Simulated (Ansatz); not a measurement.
# NO+ (singlet): r2SCAN, PBE0 over a scan of the distance N1–O2, 6-31G, part 2 of 2

Ansatz 0.2.0, Gaussian basis; 6-31G, all electrons in the functionals. The steps go on from the part before.

## 15. PBE0, 1.054 Å

in.yaml

```yaml
crystal:
  periodic: [false, false, false]
  atoms:
    - {symbol: N, position_ang: [0.000000, 0.000000, 0.000000]}
    - {symbol: O, position_ang: [0.000000, 0.000000, 1.053700]}
basis:
  gaussian: {orbitals: 6-31G}
total_charge: 1
hamiltonian: {xc: {name: PBE0}}
output: {forces: true, orbitals: {seedname: orbitals}}
```

Started as:

```bash
$ ansatz run in.yaml --threads 1 --pin off --events-out ev --progress --plain --max-ram 2393MiB
```

The log of the run, cut to the lines that bear on the results:

```text
Functional definition: PBE0
  name "PBE0"
  cite "Adamo & Barone, J. Chem. Phys. 110, 6158 (1999) doi:10.1063/1.478522"
  cite "Perdew, Burke & Ernzerhof, Phys. Rev. Lett. 77, 3865 (1996) doi:10.1103/PhysRevLett.77.3865"
  parent pbe
[...]
212 factors; integrals over basis functions are off by at most 1.2e-4 eV
[...]
mean field -3518.74209954 eV, -129.3113870690 hartree, gradient 2.4e-5 eV, S^2 0.000000; 0 other end points of the search recorded, 0 dependent functions left out
[...]
reference -3518.74210668 eV, -129.3113873313 hartree; 7, 7 occupied and 11, 11 virtual orbitals, 212 factors
Total energy: -3518.74210668 eV, -129.3113873313 hartree
Atom 0 at     0.000000     0.000000     0.000000 Å, force    -0.000000     0.000000    -5.294125 eV/Å
Atom 1 at     0.000000     0.000000     1.053700 Å, force     0.000000    -0.000000     5.294125 eV/Å
Dipole moment:     0.000000     0.000000    -0.101924 e Å
```

Wall time 0.21 s (1 thread of Arm Neoverse V2, shared host).

## 16. PBE0, 1.176 Å

in.yaml

```yaml
crystal:
  periodic: [false, false, false]
  atoms:
    - {symbol: N, position_ang: [0.000000, 0.000000, 0.000000]}
    - {symbol: O, position_ang: [0.000000, 0.000000, 1.176000]}
basis:
  gaussian: {orbitals: 6-31G}
total_charge: 1
magnetization: {spin_polarized: true, initial_magnetization: 0}
hamiltonian: {xc: {name: PBE0}}
output: {orbitals: {seedname: orbitals}}
```

Same command.

The log of the run:

```text
Functional definition: PBE0
  name "PBE0"
  cite "Adamo & Barone, J. Chem. Phys. 110, 6158 (1999) doi:10.1063/1.478522"
  cite "Perdew, Burke & Ernzerhof, Phys. Rev. Lett. 77, 3865 (1996) doi:10.1103/PhysRevLett.77.3865"
  parent pbe
  parameter a = 0.25
  parameter kappa = 0.804
  parameter beta = 0.06672455060314922
  exchange = (1 - a)*pbe_x(kappa = kappa, mu = beta*pi^2/3) + a*exact_x
  correlation = pbe_c(beta = beta)
212 factors; integrals over basis functions are off by at most 8.5e-5 eV
mean field evaluation 1: about -3512.4989 eV, gradient 4.2e1 eV
mean field evaluation 2: about -3463.1633 eV, gradient 1.2e2 eV
mean field evaluation 4: about -3518.2843 eV, gradient 3.0e0 eV
mean field evaluation 8: about -3518.3130 eV, gradient 1.4e-1 eV
mean field -3518.31303737 eV, -129.2956193252 hartree, gradient 4.6e-5 eV, S^2 0.000000; 0 other end points of the search recorded, 0 dependent functions left out
reference -3518.31304424 eV, -129.2956195775 hartree; 7, 7 occupied and 11, 11 virtual orbitals, 212 factors
Total energy: -3518.31304424 eV, -129.2956195775 hartree
```

Wall time 0.27 s (1 thread of Arm Neoverse V2, shared host).

From the report: ⟨S²⟩ of the determinant 0.000 (pure singlet: 0.00).

From 1.054 Å: +0.429 eV.

The fields below are evaluated on a grid from the run's orbitals.

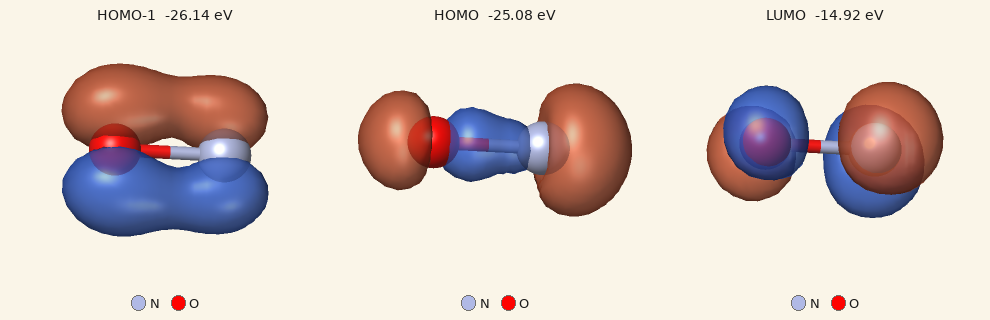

Frontier orbitals at PBE0/6-31G (alpha spin); each surface holds 70 % of the orbital's density, blue and red mark the sign.

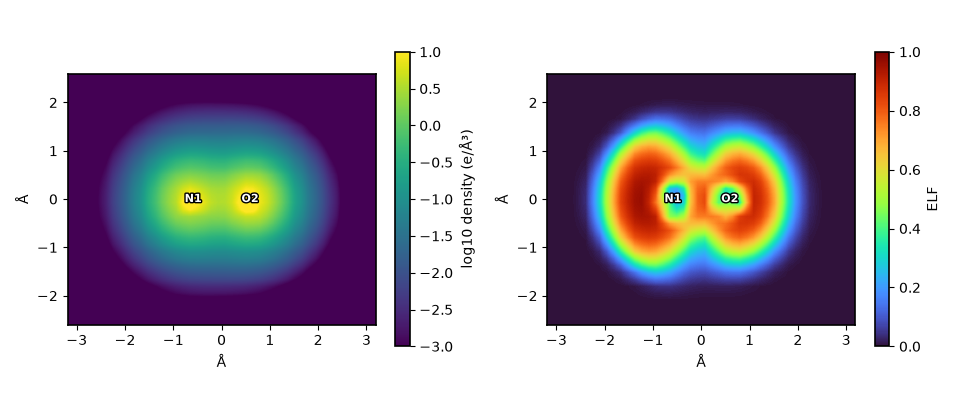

Density (left) and ELF (right) in a plane through or near 2 of the atoms.

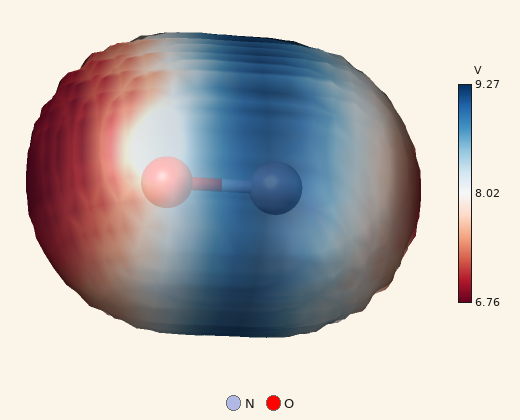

The potential that a unit positive charge feels on the 0.002 e/bohr³ surface, from 6.76 V near O2 to 9.27 V near N1.

## 17. PBE0, 1.287 Å

in.yaml: that of step 16 with these lines changed.

```diff
@@ -4,3 +4,3 @@
     - {symbol: N, position_ang: [0.000000, 0.000000, 0.000000]}
-    - {symbol: O, position_ang: [0.000000, 0.000000, 1.176000]}
+    - {symbol: O, position_ang: [0.000000, 0.000000, 1.287000]}
 basis:
```

Same command.

The log of the run:

```text
Functional definition: PBE0
  name "PBE0"
  cite "Adamo & Barone, J. Chem. Phys. 110, 6158 (1999) doi:10.1063/1.478522"
  cite "Perdew, Burke & Ernzerhof, Phys. Rev. Lett. 77, 3865 (1996) doi:10.1103/PhysRevLett.77.3865"
  parent pbe
  parameter a = 0.25
  parameter kappa = 0.804
  parameter beta = 0.06672455060314922
  exchange = (1 - a)*pbe_x(kappa = kappa, mu = beta*pi^2/3) + a*exact_x
  correlation = pbe_c(beta = beta)
212 factors; integrals over basis functions are off by at most 9.0e-5 eV
mean field evaluation 1: about -3507.3066 eV, gradient 5.2e1 eV
mean field evaluation 2: about -3413.4030 eV, gradient 1.4e2 eV
mean field evaluation 4: about -3516.1160 eV, gradient 1.6e1 eV
mean field evaluation 8: about -3516.9200 eV, gradient 1.7e-1 eV
mean field evaluation 16: about -3516.9166 eV, gradient 5.9e-6 eV
mean field -3516.91663609 eV, -129.2443025245 hartree, gradient 1.5e-6 eV, S^2 0.000000; 1 other end points of the search recorded, 0 dependent functions left out
reference -3516.91664270 eV, -129.2443027676 hartree; 7, 7 occupied and 11, 11 virtual orbitals, 212 factors
Total energy: -3516.91664270 eV, -129.2443027676 hartree
```

Wall time 0.33 s (1 thread of Arm Neoverse V2, shared host).

From the report: ⟨S²⟩ of the determinant 0.000 (pure singlet: 0.00).

From 1.054 Å: +1.825 eV.

## 18. PBE0, 1.427 Å

in.yaml

```yaml
crystal:
  periodic: [false, false, false]
  atoms:
    - {symbol: N, position_ang: [0.000000, 0.000000, 0.000000]}
    - {symbol: O, position_ang: [0.000000, 0.000000, 1.427000]}
basis:
  gaussian: {orbitals: 6-31G}
total_charge: 1
magnetization: {spin_polarized: true, initial_magnetization: 0}
hamiltonian: {xc: {name: PBE0}}
output: {forces: true, orbitals: {seedname: orbitals}}
```

Same command.

The log of the run, cut to the lines that bear on the results:

```text
Functional definition: PBE0
  name "PBE0"
  cite "Adamo & Barone, J. Chem. Phys. 110, 6158 (1999) doi:10.1063/1.478522"
  cite "Perdew, Burke & Ernzerhof, Phys. Rev. Lett. 77, 3865 (1996) doi:10.1103/PhysRevLett.77.3865"
  parent pbe
[...]
210 factors; integrals over basis functions are off by at most 9.3e-5 eV
[...]
mean field -3515.13801105 eV, -129.1789392598 hartree, gradient 1.8e-5 eV, S^2 0.751784; 4 other end points of the search recorded, 0 dependent functions left out
[...]
reference -3515.13801772 eV, -129.1789395050 hartree; 7, 7 occupied and 11, 11 virtual orbitals, 210 factors
Total energy: -3515.13801772 eV, -129.1789395050 hartree
Atom 0 at     0.000000     0.000000     0.000000 Å, force    -0.000000     0.000000    10.082273 eV/Å
Atom 1 at     0.000000     0.000000     1.427000 Å, force     0.000000    -0.000000   -10.082273 eV/Å
Dipole moment:     0.000000     0.000000    -0.183995 e Å
```

Run time: 1.1 s. Hardware: 1 thread of Arm Neoverse V2, shared host.

From the report: ⟨S²⟩ of the determinant 0.752 (pure singlet: 0.00). The determinant of PBE0 (⟨S²⟩ 0.75) is far from a pure spin state, so its energy mixes those of several spin states; that is harmless only where they are near-degenerate.

From 1.054 Å: +3.604 eV.

The fields below are evaluated on a grid from the run's orbitals.

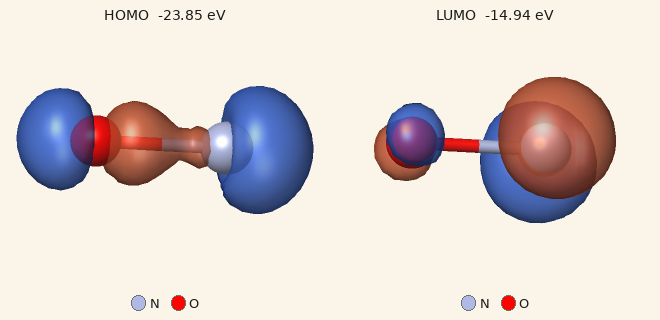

PBE0/6-31G orbitals (alpha spin) near the gap, drawn at the value that encloses 70 % of each; the two colours are the two signs.

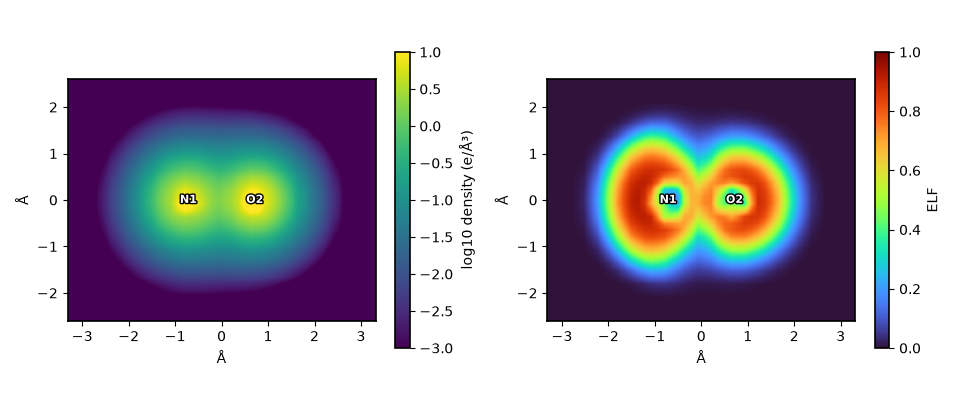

Density (left) and ELF (right) in a plane through or near 2 of the atoms.

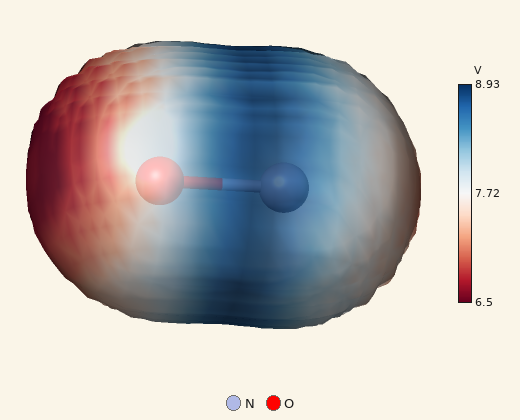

The potential that a unit positive charge feels on the 0.002 e/bohr³ surface, from 6.50 V near O2 to 8.93 V near N1.

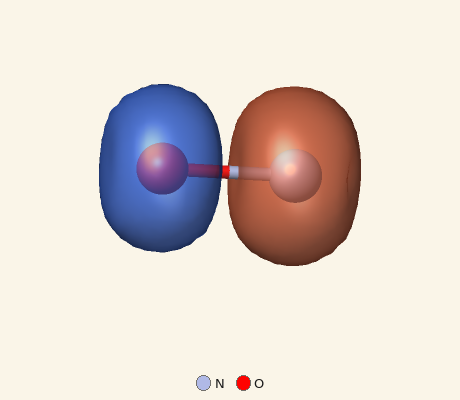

Spin density at ±0.1 e/Å³ (alpha excess blue, beta excess red).

## 19. PBE0, 1.668 Å

in.yaml: that of step 18 with these lines changed.

```diff
@@ -4,3 +4,3 @@
     - {symbol: N, position_ang: [0.000000, 0.000000, 0.000000]}
-    - {symbol: O, position_ang: [0.000000, 0.000000, 1.427000]}
+    - {symbol: O, position_ang: [0.000000, 0.000000, 1.668000]}
 basis:
```

Same command.

The log of the run, cut to the lines that bear on the results:

```text
Functional definition: PBE0
  name "PBE0"
  cite "Adamo & Barone, J. Chem. Phys. 110, 6158 (1999) doi:10.1063/1.478522"
  cite "Perdew, Burke & Ernzerhof, Phys. Rev. Lett. 77, 3865 (1996) doi:10.1103/PhysRevLett.77.3865"
  parent pbe
[...]
208 factors; integrals over basis functions are off by at most 9.7e-5 eV
[...]
mean field -3513.53625926 eV, -129.1200759674 hartree, gradient 2.3e-5 eV, S^2 1.672250; 5 other end points of the search recorded, 0 dependent functions left out
[...]
reference -3513.53626663 eV, -129.1200762384 hartree; 7, 7 occupied and 11, 11 virtual orbitals, 208 factors
Total energy: -3513.53626663 eV, -129.1200762384 hartree
Atom 0 at     0.000000     0.000000     0.000000 Å, force    -0.000000    -0.000000     3.944696 eV/Å
Atom 1 at     0.000000     0.000000     1.668000 Å, force     0.000000     0.000000    -3.944696 eV/Å
Dipole moment:     0.000000     0.000000    -0.110151 e Å
```

It took 1.1 s on 1 thread of Arm Neoverse V2, shared host.

From the report: ⟨S²⟩ of the determinant 1.672 (pure singlet: 0.00). The determinant of PBE0 (⟨S²⟩ 1.67) is far from a pure spin state, so its energy mixes those of several spin states; that is harmless only where they are near-degenerate.

From 1.054 Å: +5.206 eV.

## 20. PBE0, 1.974 Å

in.yaml: that of step 19 with these lines changed.

```diff
@@ -4,3 +4,3 @@
     - {symbol: N, position_ang: [0.000000, 0.000000, 0.000000]}
-    - {symbol: O, position_ang: [0.000000, 0.000000, 1.668000]}
+    - {symbol: O, position_ang: [0.000000, 0.000000, 1.974000]}
 basis:
```

Same command.

The log of the run, cut to the lines that bear on the results:

```text
Functional definition: PBE0
  name "PBE0"
  cite "Adamo & Barone, J. Chem. Phys. 110, 6158 (1999) doi:10.1063/1.478522"
  cite "Perdew, Burke & Ernzerhof, Phys. Rev. Lett. 77, 3865 (1996) doi:10.1103/PhysRevLett.77.3865"
  parent pbe
[...]
207 factors; integrals over basis functions are off by at most 1.7e-4 eV
[...]
mean field -3512.78274560 eV, -129.0923848510 hartree, gradient 2.2e-5 eV, S^2 2.215082; 2 other end points of the search recorded, 0 dependent functions left out
[...]
reference -3512.78275378 eV, -129.0923851517 hartree; 7, 7 occupied and 11, 11 virtual orbitals, 207 factors
Total energy: -3512.78275378 eV, -129.0923851517 hartree
Atom 0 at     0.000000     0.000000     0.000000 Å, force     0.000000     0.000000     1.665555 eV/Å
Atom 1 at     0.000000     0.000000     1.974000 Å, force    -0.000000    -0.000000    -1.665555 eV/Å
Dipole moment:    -0.000000    -0.000000    -0.041505 e Å
```

It took 0.87 s on 1 thread of Arm Neoverse V2, shared host.

From the report: ⟨S²⟩ of the determinant 2.215 (pure singlet: 0.00). The determinant of PBE0 (⟨S²⟩ 2.22) is far from a pure spin state, so its energy mixes those of several spin states; that is harmless only where they are near-degenerate.

From 1.054 Å: +5.959 eV.

## 21. PBE0, 2.345 Å

in.yaml: that of step 20 with these lines changed.

```diff
@@ -4,3 +4,3 @@
     - {symbol: N, position_ang: [0.000000, 0.000000, 0.000000]}
-    - {symbol: O, position_ang: [0.000000, 0.000000, 1.974000]}
+    - {symbol: O, position_ang: [0.000000, 0.000000, 2.345000]}
 basis:
```

Launched as before.

The log of the run, cut to the lines that bear on the results:

```text
Functional definition: PBE0
  name "PBE0"
  cite "Adamo & Barone, J. Chem. Phys. 110, 6158 (1999) doi:10.1063/1.478522"
  cite "Perdew, Burke & Ernzerhof, Phys. Rev. Lett. 77, 3865 (1996) doi:10.1103/PhysRevLett.77.3865"
  parent pbe
[...]
207 factors; integrals over basis functions are off by at most 2.6e-4 eV
[...]
mean field -3512.27912278 eV, -129.0738770540 hartree, gradient 9.8e-6 eV, S^2 2.436507; 3 other end points of the search recorded, 0 dependent functions left out
[...]
reference -3512.27913136 eV, -129.0738773691 hartree; 7, 7 occupied and 11, 11 virtual orbitals, 207 factors
Total energy: -3512.27913136 eV, -129.0738773691 hartree
Atom 0 at     0.000000     0.000000     0.000000 Å, force    -0.000000    -0.000000     1.117878 eV/Å
Atom 1 at     0.000000     0.000000     2.345000 Å, force     0.000000     0.000000    -1.117878 eV/Å
Dipole moment:    -0.000000     0.000000     0.018420 e Å
```

Wall time 0.84 s (1 thread of Arm Neoverse V2, shared host).

From the report: ⟨S²⟩ of the determinant 2.437 (pure singlet: 0.00). The determinant of PBE0 (⟨S²⟩ 2.44) is far from a pure spin state, so its energy mixes those of several spin states; that is harmless only where they are near-degenerate.

From 1.054 Å: +6.463 eV.

## 22. PBE0, 2.806 Å

in.yaml

```yaml
crystal:
  periodic: [false, false, false]
  atoms:
    - {symbol: N, position_ang: [0.000000, 0.000000, 0.000000]}
    - {symbol: O, position_ang: [0.000000, 0.000000, 2.806000]}
basis:
  gaussian: {orbitals: 6-31G}
total_charge: 1
magnetization: {spin_polarized: true, initial_magnetization: 0}
hamiltonian: {xc: {name: PBE0}}
output: {orbitals: {seedname: orbitals}}
```

The command is unchanged.

The log of the run, cut to the lines that bear on the results:

```text
Functional definition: PBE0
  name "PBE0"
  cite "Adamo & Barone, J. Chem. Phys. 110, 6158 (1999) doi:10.1063/1.478522"
  cite "Perdew, Burke & Ernzerhof, Phys. Rev. Lett. 77, 3865 (1996) doi:10.1103/PhysRevLett.77.3865"
  parent pbe
[...]
207 factors; integrals over basis functions are off by at most 2.9e-4 eV
[...]
mean field -3511.88386064 eV, -129.0593514381 hartree, gradient 1.5e-5 eV, S^2 2.527790; 4 other end points of the search recorded, 0 dependent functions left out
reference -3511.88386977 eV, -129.0593517735 hartree; 7, 7 occupied and 11, 11 virtual orbitals, 207 factors
Total energy: -3511.88386977 eV, -129.0593517735 hartree
```

Wall time 0.78 s (1 thread of Arm Neoverse V2, shared host).

From the report: ⟨S²⟩ of the determinant 2.528 (pure singlet: 0.00). The determinant of PBE0 (⟨S²⟩ 2.53) is far from a pure spin state, so its energy mixes those of several spin states; that is harmless only where they are near-degenerate.

From 1.054 Å: +6.858 eV.

## 23. PBE0, 3.665 Å

in.yaml: that of step 22 with these lines changed.

```diff
@@ -4,3 +4,3 @@
     - {symbol: N, position_ang: [0.000000, 0.000000, 0.000000]}
-    - {symbol: O, position_ang: [0.000000, 0.000000, 2.806000]}
+    - {symbol: O, position_ang: [0.000000, 0.000000, 3.665000]}
 basis:
```

Same command.

The log of the run, cut to the lines that bear on the results:

```text
Functional definition: PBE0
  name "PBE0"
  cite "Adamo & Barone, J. Chem. Phys. 110, 6158 (1999) doi:10.1063/1.478522"
  cite "Perdew, Burke & Ernzerhof, Phys. Rev. Lett. 77, 3865 (1996) doi:10.1103/PhysRevLett.77.3865"
  parent pbe
[...]
207 factors; integrals over basis functions are off by at most 3.4e-4 eV
[...]
mean field -3511.65164275 eV, -129.0508175882 hartree, gradient 1.3e-6 eV, S^2 2.569237; 4 other end points of the search recorded, 0 dependent functions left out
reference -3511.65165284 eV, -129.0508179587 hartree; 7, 7 occupied and 11, 11 virtual orbitals, 207 factors
Total energy: -3511.65165284 eV, -129.0508179587 hartree
```

Wall time 2.4 s (1 thread of Arm Neoverse V2, shared host).

From the report: ⟨S²⟩ of the determinant 2.569 (pure singlet: 0.00). The determinant of PBE0 (⟨S²⟩ 2.57) is far from a pure spin state, so its energy mixes those of several spin states; that is harmless only where they are near-degenerate.

From 1.054 Å: +7.090 eV.

## 24. The comparison

The yardstick is full CI for this spin, exact in this basis with these frozen cores. It comes from earlier runs at the same points. Energies in eV, counted from 1.054 Å; blanks weren't run or aren't comparable.

| level | 0.845 Å | 0.929 Å | 1.054 Å | 1.176 Å | 1.287 Å | 1.427 Å | 1.668 Å | 1.974 Å | 2.345 Å | 2.806 Å | 3.665 Å |
| --- | --- | --- | --- | --- | --- | --- | --- | --- | --- | --- | --- |
| FCI | 9.123 | 3.123 | 0.000 | 0.020 | 0.976 | 2.389 | 4.221 | 5.401 | 6.221 | 6.898 | 7.333 |
| r2SCAN | 8.690 | 2.874 | 0.000 | 0.275 | 1.519 | 3.266 | 4.916 | 5.740 | 6.249 | 6.596 | 6.732 |
| PBE0 | 8.482 | 2.742 | 0.000 | 0.429 | 1.825 | 3.604 | 5.206 | 5.959 | 6.463 | 6.858 | 7.090 |

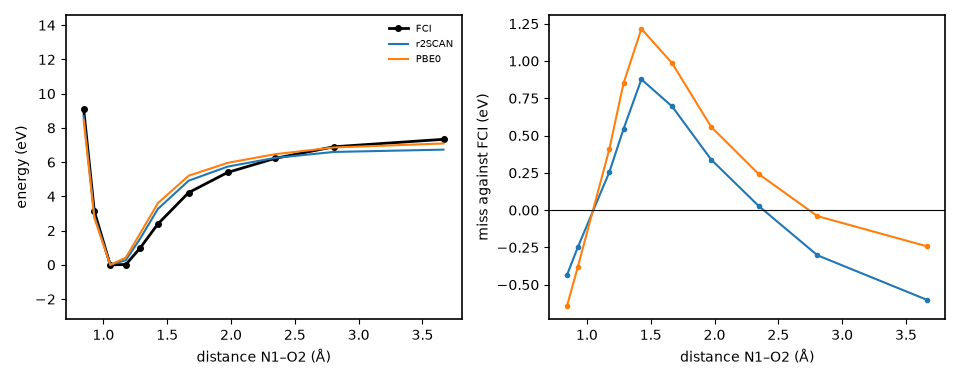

Left: the curves (the axis may cut off levels that run far away). Right: misses against FCI, in the same colours.

Largest miss and mean time a point (FCI took 43 s a point; shared hosts):

| level | largest miss (eV) | where | time a point |
| --- | --- | --- | --- |
| r2SCAN | +0.877 | 1.427 Å | 2.2 s |
| PBE0 | +1.216 | 1.427 Å | 0.74 s |

## 25. Outcome

The summary covers parts 1 to 2.

```
             quantity                value
span of the FCI curve             9.123 eV
 largest miss, r2SCAN  +0.877 eV (1.427 Å)
   largest miss, PBE0  +1.216 eV (1.427 Å)
```

**Reading.** Of the functionals, r2SCAN keep the smallest largest miss at the points compared (at most 0.877 eV) and PBE0 strays most (1.216 eV, at 1.427 Å). r2SCAN, PBE0 clearly break the spin symmetry at some points (⟨S²⟩ up to 2.57 above the pure value), so energy there is bought with a mixed spin. Functionals and the yardstick converge differently with the basis, so part of each miss in 6-31G is the basis.
